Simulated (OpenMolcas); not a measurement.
## Run report: AlClF, single-point calculation (part 2 of 2)

AlClF, multiplicity 2; HF/STO-3G, ROHF (OpenMolcas 26.06). A bond length was changed on purpose from its optimised value.

Geometry of the input (Å):
```
F  -2.4313  1.4716  -1.1814
Al -1.6641  0.0205  -0.9089
Cl 1.4371  -0.7940  0.7060
```

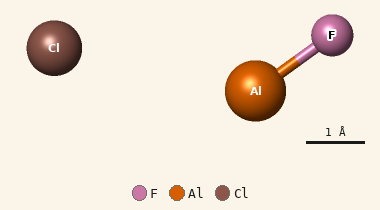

Figure 1. The structure as given in the input (ball-and-stick view, seen on its broad side). Sticks mark near contacts.

### The program's output, continued
```
          Orbital            1         2         3         4         5         6         7         8         9        10
          Energy         -103.7041  -57.6876  -25.6981  -10.3872   -7.8289   -7.8289   -7.8158   -4.6438   -2.8610   -2.8593
          Occ. No.          1.0000    1.0000    1.0000    1.0000    1.0000    1.0000    1.0000    1.0000    1.0000    1.0000

          Orbital           11        12        13        14        15        16        17        18        19        20
          Energy           -2.8587   -1.3312   -0.9041   -0.4241   -0.3972   -0.3971   -0.3504   -0.3501   -0.1770    0.0620
          Occ. No.          1.0000    1.0000    1.0000    1.0000    1.0000    1.0000    1.0000    1.0000    1.0000    0.0000

          Orbital           21        22
          Energy            0.3741    0.3761
          Occ. No.          0.0000    0.0000

--

++    Molecular charges:
      ------------------

      Mulliken charges per centre and basis function type
      ---------------------------------------------------

                            F1                      AL2                     CL3
                     alpha        beta       alpha        beta       alpha        beta
      1s           1.9788      1.9785      2.9233      2.8809      2.9999      2.9999
      2px          0.9255      0.9278      1.0866      1.1059      1.9994      1.2766
      2pz          0.9473      0.9486      1.0537      1.0574      1.9998      1.7873
      2py          0.8676      0.8506      1.2183      1.1907      1.9999      1.9960
      Total        4.7191      4.7054      6.2819      6.2348      8.9991      8.0598
      Total              9.4245                 12.5166                 17.0589

      Charge           -0.4245                  0.4834                 -0.0589

      Total electronic charge=   39.000000

      Total            charge=   -0.000000
--

++    Molecular orbitals:
      -------------------

      Title: Natural orbitals

      Molecular orbitals for symmetry species 1: a

          Orbital            1         2         3         4         5         6         7         8         9        10
          Energy         -103.7078  -57.6880  -25.6984  -10.3923   -7.8364   -7.8310   -7.8310   -4.6445   -2.8604   -2.8153
          Occ. No.          2.0000    2.0000    2.0000    2.0000    2.0000    2.0000    2.0000    2.0000    2.0000    2.0000

          Orbital           11        12        13        14        15        16        17        18        19        20
          Energy           -2.8584   -1.3158   -0.9576   -0.3967   -0.4064   -0.3884   -0.4014   -0.4200   -0.2051   -0.2012
          Occ. No.          2.0000    2.0000    2.0000    2.0000    2.0000    2.0000    2.0000    2.0000    1.9980    1.0000

          Orbital           21        22        23
          Energy            0.3729    0.6457    0.3717
          Occ. No.          0.0020    0.0000    0.0000

--

++    Molecular properties:
      ---------------------

      Charge (e):
                      =   -0.0000
      Dipole Moment (debye):
      Origin of the operator (angstrom)=   -0.5045    0.0092   -0.2752
                   X= -3.0374E-01               Y= -9.8396E-01               Z= -2.6619E-01           Total=  1.0636E+00
      Quadrupole Moment (debye*angstrom):
      Origin of the operator (angstrom)=   -0.5045    0.0092   -0.2752
                  XX= -2.5170E+01              XY=  4.7700E+00              XZ= -8.3078E-01              YY= -2.8620E+01
                  YZ=  2.0156E+00              ZZ= -2.3010E+01
      In traceless form (debye*angstrom)
                  XX=  6.4532E-01              XY=  7.1549E+00              XZ= -1.2462E+00              YY= -4.5303E+00
                  YZ=  3.0234E+00              ZZ=  3.8850E+00
--

--- Stop Module: scf /rc=_RC_ALL_IS_WELL_ ---
--- Module scf spent 1 second ---

--- Start Module: rasscf ---

                                              &RASSCF

                       available to each process: 1.9 GB of memory, 1 thread

      Header of the ONEINT file:
      --------------------------

      OrdInt status: non-squared

      Cartesian coordinates in angstrom:
      -----------------------------------------------------
      No.  Label        X            Y            Z
      -----------------------------------------------------
       1   F1        -2.43125800   1.47159600  -1.18135700
       2   AL2       -1.66409800   0.02052600  -0.90886700
       3   CL3        1.43712000  -0.79397000   0.70602000
      -----------------------------------------------------
      Nuclear repulsion energy =   86.43165026

++    Wave function specifications:
      -----------------------------

      Number of closed shell electrons          38
      Number of electrons in active shells       1
      Max number of holes in RAS1 space          0
      Max nr of electrons in RAS3 space          0
      Number of inactive orbitals               19
      Number of active orbitals                  1
      Number of secondary orbitals               3
      Spin quantum number                      0.5
      State symmetry                             1
--

++    Orbital specifications:
      -----------------------

      Symmetry species                           1
                                                 a
      Frozen orbitals                            0
      Inactive orbitals                         19
      Active orbitals                            1
      RAS1 orbitals                              0
      RAS2 orbitals                              1
      RAS3 orbitals                              0
      Secondary orbitals                         3
      Deleted orbitals                           0
      Number of basis functions                 23
--

++    CI expansion specifications:
      ----------------------------

      Number of CSFs                             1
      Number of determinants                     1
      Number of root(s) required                 1
      Root chosen for geometry opt.              1
      CI root used                               1

      highest root included in the CI            1
      max. size of the explicit Hamiltonian      1
--

++    Optimization specifications:
      ----------------------------

      RASSCF algorithm: Conventional
      Maximum number of macro iterations       200
      Maximum number of SX iterations          100
      Threshold for RASSCF energy            1.000E-08
      Threshold for max MO rotation          1.000E-01
      Threshold for max BLB element          1.000E-04
      Level shift parameter                  5.000E-01
      Make Quasi-Newton update
--

      The MO-coefficients are taken from the file:
      step1.UnaOrb
      Title:UHF natural orbitals

      Total molecular charge    0.00

      ************************************************************************************************************************
      *                                            Wave function control section                                             *
      ************************************************************************************************************************

                                         RASSCF iterations: Energy and convergence statistics
                                         ----------------------------------------------------

          iter iter root      energy       change     param      element    value   shift minimum  type update hh:mm:ss
 Nr of preliminary CI iterations:   1
        1   1    6    1  -791.58653332    0.00E+00   4.99E-03   20  21 1 -5.36E-03*  0.50   0.00    SX    NO    0:00:00
        2   1    5    1  -791.58657335   -4.00E-05*  1.86E-03   20  21 1 -1.99E-03*  0.50   0.00    SX    NO    0:00:00
        3   1    5    1  -791.58658073   -7.39E-06*  1.34E-03   20  21 1 -7.56E-04*  0.50   0.00    SX    NO    0:00:00
        4   1    5    1  -791.58658317   -2.43E-06* -1.14E-03   19  20 1 -5.65E-04*  0.50   0.00    SX    NO    0:00:00
        5   1    5    1  -791.58658451   -1.35E-06* -1.71E-03   19  20 1 -4.77E-04*  0.50   2.50    LS   YES    0:00:00
        6   1    5    1  -791.58658596   -1.45E-06* -2.55E-03   19  20 1 -3.47E-04*  0.50   2.50    LS   YES    0:00:00
        7   1    5    1  -791.58658688   -9.15E-07*  1.05E-03   20  21 1  5.13E-04*  0.50   1.11    QN   YES    0:00:00
        8   1    5    1  -791.58658739   -5.07E-07*  1.02E-03   20  21 1  2.78E-04*  0.50   1.98    LS   YES    0:00:00
        9   1    4    1  -791.58658755   -1.64E-07* -2.09E-04   16  20 1  5.29E-05   0.50   1.00    QN   YES    0:00:00
       10   1    4    1  -791.58658757   -2.42E-08* -1.83E-04   16  20 1  4.60E-05   0.50   1.88    QN   YES    0:00:00
       11   1    4    1  -791.58658760   -2.98E-08* -4.68E-04   14  20 1 -5.17E-05   0.50   2.41    QN   YES    0:00:00
       12   1    4    1  -791.58658766   -5.80E-08* -9.03E-04   20  21 1 -8.66E-05   0.50   2.12    QN   YES    0:00:00
       13   1    5    1  -791.58658775   -8.94E-08*  1.67E-03   19  21 1 -1.20E-04*  0.50   2.19    QN   YES    0:00:00
       14   1    5    1  -791.58658789   -1.41E-07*  2.52E-03   19  21 1 -2.05E-04*  0.50   2.09    QN   YES    0:00:00
       15   1    5    1  -791.58658809   -1.93E-07* -2.85E-03   19  21 1 -2.52E-04*  0.50   1.95    QN   YES    0:00:00
       16   1    5    1  -791.58658829   -2.00E-07* -1.73E-03   19  21 1 -2.11E-04*  0.50   1.70    QN   YES    0:00:00
       17   1    4    1  -791.58658841   -1.21E-07*  2.10E-04   19  21 1 -9.78E-05   0.50   1.45    QN   YES    0:00:00
       18   1    4    1  -791.58658844   -3.51E-08*  1.98E-04   20  21 1  2.76E-05   0.50   1.29    QN   YES    0:00:00
       19   1    4    1  -791.58658845   -4.88E-09   6.06E-05   19  22 1 -8.80E-06   0.50   1.23    QN   YES    0:00:00
      Convergence after 19 iterations
       20   1    4    1  -791.58658845   -5.10E-10   6.06E-05   17  23 1 -4.13E-06   0.50   1.23    QN   YES    0:00:00

      ************************************************************************************************************************
                                                      Wave function printout:
                       occupation of active orbitals, and spin coupling of open shells (u,d: Spin up or down)
      ************************************************************************************************************************

      Note: transformation to natural orbitals
      has been made, which may change the order of the CSFs.

      printout of CI-coefficients larger than  0.05 for root  1
      energy=    -791.586588
      conf/sym  1     Coeff  Weight
             1  u   1.00000 1.00000

      Natural orbitals and occupation numbers for root  1
      sym 1:   1.000000

      ************************************************************************************************************************
      *                                                    Final results                                                     *
      ************************************************************************************************************************

++    Final optimization conditions:
      ------------------------------

      Average CI energy                            -791.58658845
      RASSCF energy for state  1                   -791.58658845
      Super-CI energy                                -0.00000000
      RASSCF energy change                           -0.00000000
      Max change in MO coefficients              -6.522E-05
      Max non-diagonal density matrix element     6.062E-05
      Maximum BLB matrix element                 -4.127E-06
      (orbital pair  17,  23 in symmetry   1)
      Norm of electronic gradient            8.297E-06
--

      Final state energy(ies):
      ------------------------

::    RASSCF root number  1 Total energy:   -791.58658845
      Von Neumann Entropy (Root   1) =  0.50000

      Mulliken population analysis for root number:  1
      -----------------------------------------------

++    Molecular charges:
      ------------------

      Mulliken charges per centre
      ---------------------------

                F1      AL2     CL3
      Total    9.4255 12.5207 17.0538

      N-E     -0.4255  0.4793 -0.0538

      Total electronic charge=   39.000000

      Total            charge=   -0.000000
--

      Expectation values of various properties for root number:  1
      -----------------------------------------------------------

++    Molecular properties:
      ---------------------

      Charge (e):
                      =   -0.0000
      Dipole Moment (debye):
      Origin of the operator (angstrom)=   -0.5045    0.0092   -0.2752
                   X= -2.3263E-01               Y= -9.9947E-01               Z= -2.2892E-01           Total=  1.0514E+00
      Quadrupole Moment (debye*angstrom):
      Origin of the operator (angstrom)=   -0.5045    0.0092   -0.2752
                  XX= -2.5094E+01              XY=  4.7561E+00              XZ= -7.8977E-01              YY= -2.8624E+01
                  YZ=  2.0085E+00              ZZ= -2.2996E+01
      In traceless form (debye*angstrom)
                  XX=  7.1614E-01              XY=  7.1342E+00              XZ= -1.1847E+00              YY= -4.5785E+00
                  YZ=  3.0128E+00              ZZ=  3.8623E+00
--

      Mulliken spin population analysis for root number:  1
      ---------------------------------------------------

++    Molecular charges:
      ------------------

      Mulliken spin population per centre
      ---------------------------

                F1      AL2     CL3
      Total    0.0077  0.0480  0.9443

      Total electronic spin=    1.000000
--

      Canonical orbitals are written to the RASORB file
      Natural orbitals for root   1 are written to the RASORB.1 file
      Spin density orbitals for root   1 are written to the SPDORB.1 file

--- Stop Module: rasscf /rc=_RC_ALL_IS_WELL_ ---
--- Module rasscf spent 1 second ---

.##################.
.# Happy landing! #.
.##################.

    Timing: Wall=4.45 User=3.52 System=0.86
```

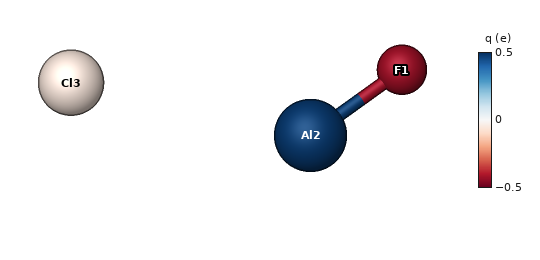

Figure 2. Mulliken charges, as the colour of each atom (ball-and-stick view, seen on its broad side; atoms are numbered from 1 in the order of the input). By element: F −0.43, Al +0.48 and Cl −0.05 e.

### Key numbers

| quantity | value |
| --- | --- |
| outcome | converged |
| total energy | −791.586588 hartree |
| basis functions | 23 |
| dipole moment | 1.05 debye |
| wall time | 5.1 s |
| peak memory | 0.37 GiB |
